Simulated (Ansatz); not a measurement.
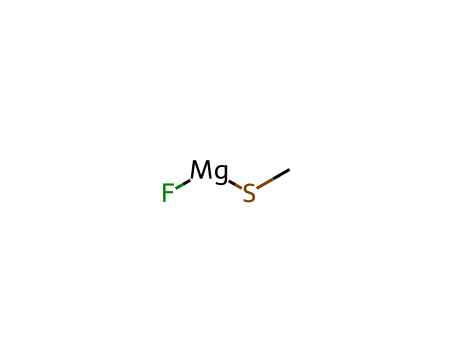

Question: Give its SMILES.

Answer: C[S][Mg][F]

Question: What is the molecular formula?

Answer: CH3FMgS.

Question: An optimisation with PBE0-D4/def2-TZVP gave a structure of which point group?

Answer: Cs. Other conformers may differ.

More results for the same structure follow; atom numbers are the same in all pictures, views and colours differ. The geometry was computed by an optimisation with PBE0-D4/def2-TZVP. No frequency run is at hand to confirm it as a minimum.

## Dipole moment

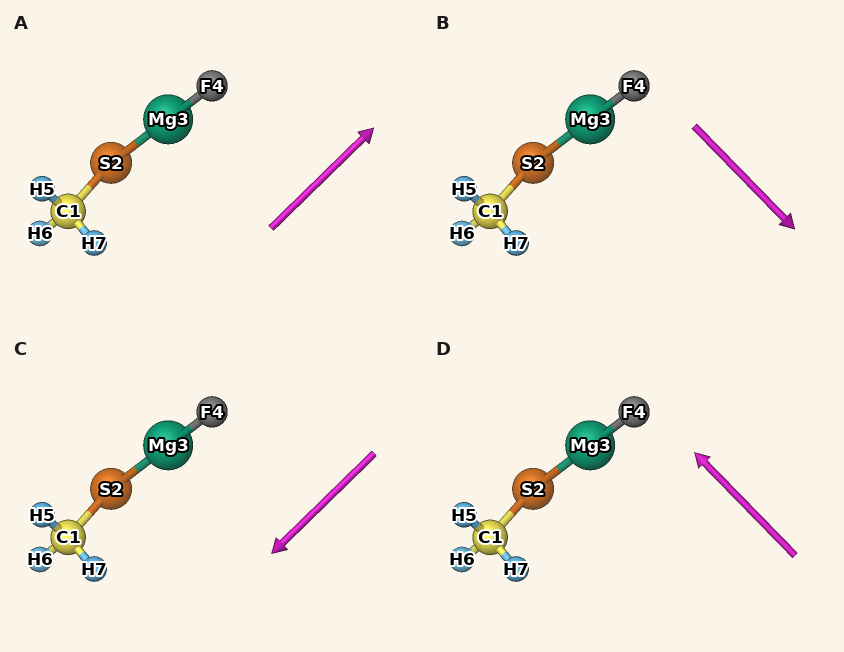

The same molecule four times, each with an arrow. No frequency run is at hand to confirm it as a minimum. Properties computed with RKS PBE0-D4/def2-TZVP (Ansatz 0.2.0).

Question: Which arrow points along the dipole moment, from the negative to the positive end?

Answer: C. The dipole moment is 1.73 D; it points from the side of F4 to the side of H6 (the outermost atoms at the two ends).

## Electronic properties

No frequency run is at hand to confirm it as a minimum. Method: RHF-CCSD(T), frozen core/def2-TZVPP (Ansatz 0.2.0).

Question: Estimate the T1 diagnostic.

Answer: 0.011.

## Charges

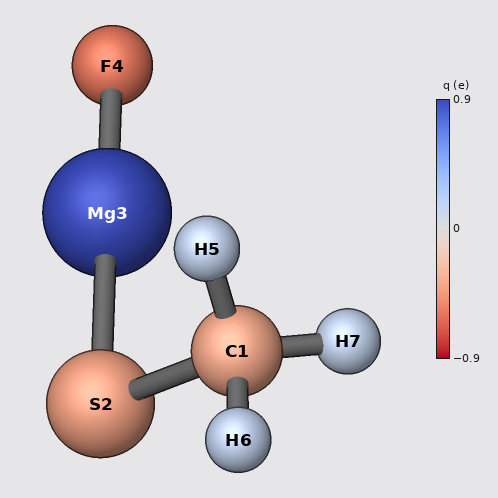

Atoms are coloured by their Mulliken charges. No frequency run is at hand to confirm it as a minimum. Level of theory: RKS PBE0-D4/def2-TZVP (Ansatz 0.2.0).

Question: Which atom carries the highest charge (most positive or least negative)?

Answer: Mg3 (0.89 e).

Question: And the lowest?

Answer: F4 (−0.57 e).

Give the Mulliken charges atom by atom.

```json
{"atom": "C1", "value (e)": "−0.36"}
{"atom": "S2", "value (e)": "−0.40"}
{"atom": "Mg3", "value (e)": "0.89"}
{"atom": "F4", "value (e)": "−0.57"}
{"atom": "H5", "value (e)": "0.14"}
{"atom": "H6", "value (e)": "0.15"}
{"atom": "H7", "value (e)": "0.14"}
```

Mulliken values depend strongly on the basis set and can even reverse the polarity of a bond.
